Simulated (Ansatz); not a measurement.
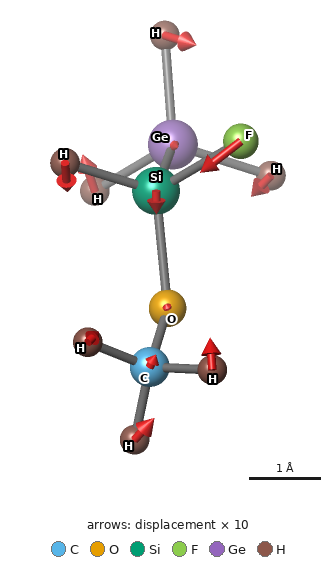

A relaxation of CH7FGeOSi. The starting structure is drawn; red arrows show the displacements, magnified 10 times. The two geometries are superimposed by the best rigid fit.

The picture is a ball-and-stick view, seen from a free direction.

The start comes from PBE-D4/def2-SVP.

Method: Ansatz, RKS PBE0-D4/def2-TZVP. Set-up: force threshold 0.005 eV/Å; at most 150 steps.

Question: Describe the change and its energy.

Answer: The largest move after the best rigid fit is that of the F atom, 0.073 Å. Largest moves by element: F 0.073 Å, H 0.064 Å, Si 0.035 Å, C 0.021 Å, Ge 0.011 Å, O 0.008 Å. Among the contacts that change: F–Si 1.646 → 1.604 Å, O–Si 1.668 → 1.628 Å, C–H 1.116 → 1.096 Å, H–Si 1.508 → 1.489 Å. The energy falls by 1.93 kcal/mol in 10 geometry steps. Largest force component: 1.1 eV/Å at the start, 0.0032 eV/Å at the end. The forces were under the threshold at step 7, but the run went on from there. Cost: 54 s on 4 threads of Arm Neoverse V1, with other jobs on the host.
